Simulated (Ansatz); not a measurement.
# C2H5F (SMILES CCF): B3LYP/6-31G(d) (Cartesian functions)

What is the energy change on altering one bond length of C2H5F at B3LYP/6-31G* (Cartesian functions)? 

The calculation is run with Ansatz 0.2.0.

52 further runs of the same task are left out: 52 set aside as unsound or not needed.

## 1. The structure to begin with

C2H5F has 8 atoms, charge 0, and is taken as a singlet. SMILES: `CCF`. The shape is that of a PBE0-D4/def2-TZVP optimisation.

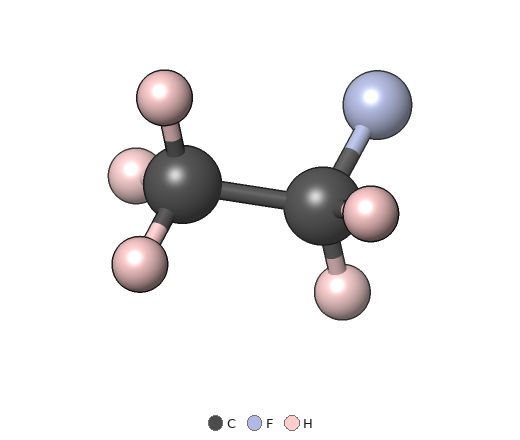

The structure, seen from a chosen angle (carbon dark grey, fluorine light blue, hydrogen pink).

## 2. The energy at B3LYP/6-31G(d) (Cartesian functions)

Input file job.yaml:

```yaml
crystal:
  periodic: [false, false, false]
  atoms:
    - {symbol: C, position_ang: [-0.431700, 0.566900, -0.264600]}
    - {symbol: C, position_ang: [0.378400, -0.599100, 0.230500]}
    - {symbol: F, position_ang: [1.663300, -0.186400, 0.546500]}
    - {symbol: H, position_ang: [-1.443900, 0.237400, -0.512600]}
    - {symbol: H, position_ang: [0.018600, 0.998500, -1.160400]}
    - {symbol: H, position_ang: [-0.500300, 1.343000, 0.499800]}
    - {symbol: H, position_ang: [0.464000, -1.381500, -0.529800]}
    - {symbol: H, position_ang: [-0.056300, -1.036000, 1.134800]}
basis:
  gaussian:
    orbitals: "6-31G*"
magnetization:
  spin_polarized: false
hamiltonian:
  xc: {name: B3LYP}
accuracy: high
output: {orbitals: {seedname: orbitals}}
```

On the command line:

```sh
$ ansatz run job.yaml --threads 1 --pin off --max-ram 3480MiB --events-out events.jsonl --progress --plain --runs-dir runs
```

The log of the run:

```text
Warning: RAYON_NUM_THREADS=1 ignored (pool sized by the plan → 1); use --threads N
Functional definition: B3LYP
  name "B3LYP"
  parameter a0 = 0.2
  parameter ax = 0.72
  parameter ac = 0.81
  exchange = (1 - a0 - ax)*slater_x + ax*b88_x + a0*exact_x
  correlation = (1 - ac)*vwn_rpa_c + ac*lyp_c
1285 factors; integrals over basis functions are off by at most 2.9e-9 eV
mean field evaluation 1: about -4868.8396 eV, gradient 4.0e1 eV
mean field evaluation 2: about -4868.2855 eV, gradient 4.2e1 eV
mean field evaluation 4: about -4872.3718 eV, gradient 4.6e-1 eV
mean field evaluation 8: about -4872.3676 eV, gradient 1.7e-2 eV
mean field evaluation 16: about -4872.3676 eV, gradient 8.5e-8 eV
mean field -4872.36758223 eV, -179.0562060378 hartree, gradient 8.5e-8 eV, S^2 0.000000; 0 other end points of the search recorded, 0 dependent functions left out
reference -4872.36761007 eV, -179.0562070607 hartree; 13, 13 occupied and 42, 42 virtual orbitals, 1285 factors
Total energy: -4872.36761007 eV, -179.0562070607 hartree
```

It took 2.2 s on 1 thread of Intel Xeon Platinum 8375C at 2.90GHz (Ice Lake), shared host; peak memory 0.17 GiB.

## 3. The distorted shape at the same level

Input file input.yaml:

```yaml
crystal:
  periodic: [false, false, false]
  atoms:
    - symbol: C
      position_ang: [-0.656833, 0.351117, 0.183265]
    - symbol: C
      position_ang: [0.153267, -0.814883, 0.678365]
    - symbol: F
      position_ang: [1.438167, -0.402183, 0.994365]
    - symbol: H
      position_ang: [-1.669033, 0.021617, -0.064735]
    - symbol: H
      position_ang: [0.018600, 0.998500, -1.160400]
    - symbol: H
      position_ang: [-0.725433, 1.127217, 0.947665]
    - symbol: H
      position_ang: [0.238867, -1.597283, -0.081935]
    - symbol: H
      position_ang: [-0.281433, -1.251783, 1.582665]
basis:
  gaussian: {orbitals: "6-31G*"}
accuracy: high
output: {orbitals: {seedname: orbitals}}
hamiltonian: {xc: {name: B3LYP}}
```

On the command line:

```sh
$ ansatz run input.yaml --threads 1 --pin off --max-ram 3480MiB --events-out events.jsonl --progress --plain --runs-dir runs
```

The log of the run, cut to the lines that bear on the results:

```text
Warning: RAYON_NUM_THREADS=1 ignored (pool sized by the plan → 1); use --threads N
[... 7 set-up lines as earlier in the session ...]
1283 factors; integrals over basis functions are off by at most 3.4e-9 eV
mean field evaluation 1: about -4866.6897 eV, gradient 3.9e1 eV
mean field evaluation 2: about -4863.9929 eV, gradient 4.8e1 eV
mean field evaluation 4: about -4870.3503 eV, gradient 2.4e0 eV
mean field evaluation 8: about -4870.3520 eV, gradient 1.5e-2 eV
mean field evaluation 16: about -4870.3520 eV, gradient 4.7e-7 eV
mean field -4870.35198591 eV, -178.9821342392 hartree, gradient 8.8e-8 eV, S^2 0.000000; 0 other end points of the search recorded, 0 dependent functions left out
reference -4870.35201568 eV, -178.9821353329 hartree; 13, 13 occupied and 42, 42 virtual orbitals, 1283 factors
Total energy: -4870.35201568 eV, -178.9821353329 hartree
```

Run time: 2.2 s. Hardware: 1 thread of Intel Xeon Platinum 8375C at 2.90GHz (Ice Lake), shared host; peak memory 0.16 GiB.

## 4. Results

At B3LYP/6-31G* (Cartesian functions):

| quantity | value |
| --- | --- |
| first shape: total energy | -179.05621 Eh |
| first shape: HOMO energy | -8.73 eV |
| first shape: LUMO energy | 2.79 eV |
| first shape: HOMO–LUMO gap | 11.51 eV |
| distorted shape: total energy | -178.98214 Eh |
| distorted shape: HOMO energy | -8.33 eV |
| distorted shape: LUMO energy | -0.08 eV |
| distorted shape: HOMO–LUMO gap | 8.25 eV |
| energy change with the C1–H5 bond stretched from 1.092 to 1.637 Å | 2.016 eV |

In words: With the C1–H5 bond stretched from 1.092 to 1.637 Å the energy rises by 2.02 eV (194 kJ/mol). The first shape isn't relaxed at this level, so the change isn't measured from a minimum.
